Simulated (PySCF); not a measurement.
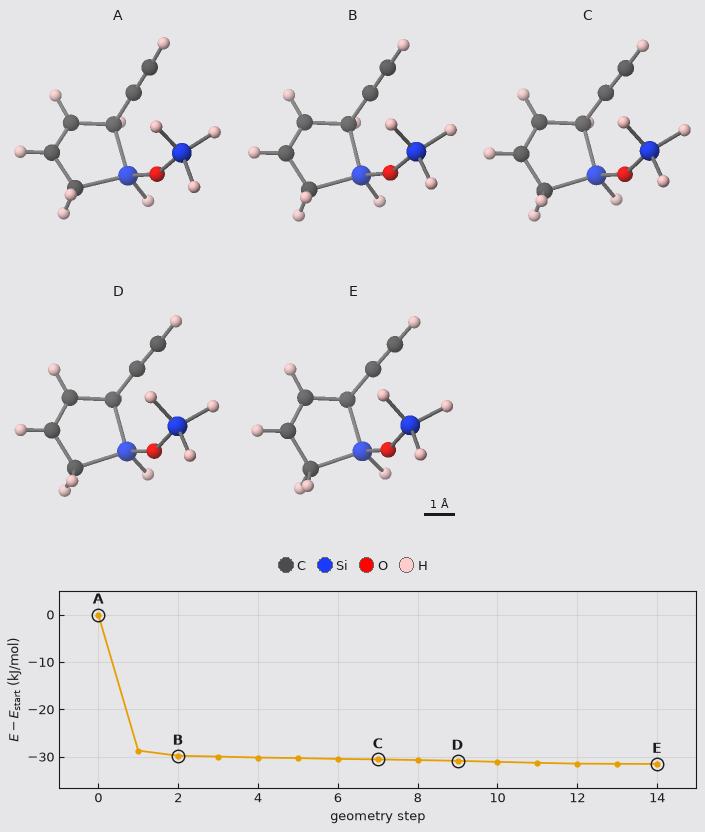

Frames of a relaxation of C6H10OSi2, marked on the history of the run. The picture is a ball-and-stick view, seen at a tilt.

The start comes from GFN2-xTB. Its atoms were then displaced at random by about 0.01 Å.

All numbers below come from PySCF 2.14.0, density-fitted response routines, PBE0-D3(BJ)/def2-SVP geometry optimisation, gas phase. 

Q: What happens along the run?

A: The atom that moves furthest after the best rigid fit is an H atom (0.66 Å). Largest moves by element: H 0.66 Å, C 0.45 Å, Si 0.26 Å, O 0.13 Å. Some distances before and after: H–Si 1.439 → 1.492 Å, C–C 1.475 → 1.516 Å, C–Si 1.949 → 1.917 Å, O–Si 1.619 → 1.649 Å. Bond angles that change, for instance: O–Si–H 101.4° → 107.1°, O–Si–H 106.5° → 111.0°, C–C–H 175.1° → 179.3°. Over 14 geometry steps the energy falls by 31.5 kJ/mol. Cost: 4.1 min on 1 thread of Intel(R) Xeon(R) Platinum 8488C, with other jobs on the host. From step 0 to 2: an H atom moves most (0.18 Å), energy −29.8 kJ/mol. From step 2 to 7: an H atom moves most (0.18 Å), energy −0.77 kJ/mol. From step 7 to 9: an H atom moves most (0.21 Å), energy −0.30 kJ/mol. From step 9 to 14: an H atom moves most (0.23 Å), energy −0.66 kJ/mol.
